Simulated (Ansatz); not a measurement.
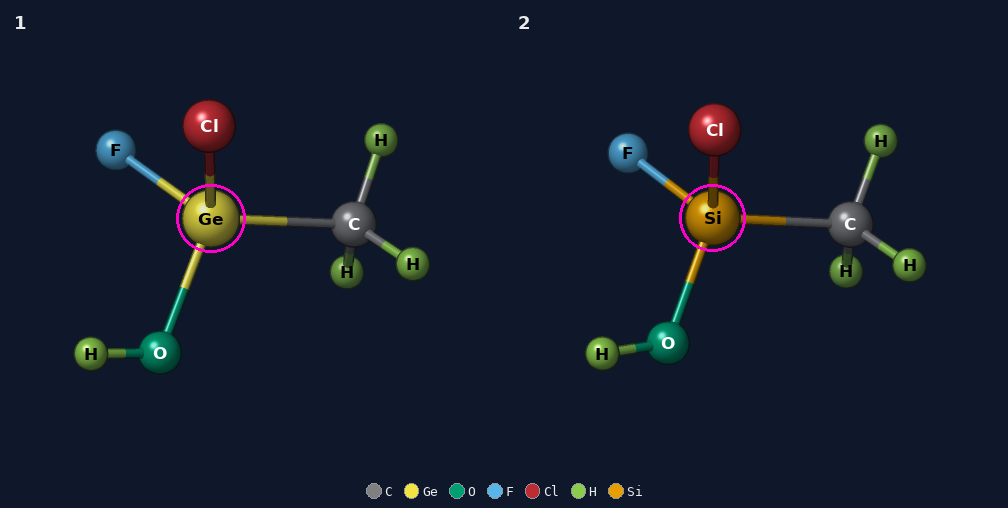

2 molecules with one skeleton, seen from the same side and at one scale; the atom that differs is circled. Each species is neutral and a spin singlet. Computed geometries: PBE0-D4/def2-TZVP optimisations, one conformation each. Properties computed with Ansatz 0.2.0.

One atom differs, called X below: Ge in panel 1, Si in panel 2. Their formulas are CH4ClFGeO (`[CH3][Ge@]([OH])([F])[Cl]`), CH4ClFOSi (`C[Si@](O)(F)Cl`).

In which is the length of X–O larger (PBE0-D4/def2-TZVP)?

In panel 1 (X = Ge).

In which is the length of X–C larger (PBE0-D4/def2-TZVP)?

In panel 1 (X = Ge).

Give the values. With PBE0-D4/def2-TZVP: length of X–C (Å), length of X–Cl (Å), length of X–F (Å), length of X–O (Å), angle O–X–F (°). With revPBE-D4/def2-TZVPP: HOMO energy (Kohn–Sham orbital) (eV), HOMO–LUMO gap (eV). With r2SCAN-D4/def2-TZVPP: dipole moment (D).

```json
{"quantity": "length of X–C (Å)", "1 (Ge)": "1.916", "2 (Si)": "1.834", "2 − 1": "−0.082"}
{"quantity": "length of X–Cl (Å)", "1 (Ge)": "2.140", "2 (Si)": "2.049", "2 − 1": "−0.091"}
{"quantity": "length of X–F (Å)", "1 (Ge)": "1.731", "2 (Si)": "1.591", "2 − 1": "−0.140"}
{"quantity": "length of X–O (Å)", "1 (Ge)": "1.752", "2 (Si)": "1.623", "2 − 1": "−0.129"}
{"quantity": "angle O–X–F (°)", "1 (Ge)": "107.6", "2 (Si)": "109.9", "2 − 1": "+2.3"}
{"quantity": "HOMO energy (Kohn–Sham orbital) (eV)", "1 (Ge)": "−7.58", "2 (Si)": "−7.68", "2 − 1": "−0.10"}
{"quantity": "HOMO–LUMO gap (eV)", "1 (Ge)": "6.56", "2 (Si)": "7.55", "2 − 1": "+0.99"}
{"quantity": "dipole moment (D)", "1 (Ge)": "1.75", "2 (Si)": "1.13", "2 − 1": "−0.62"}
```
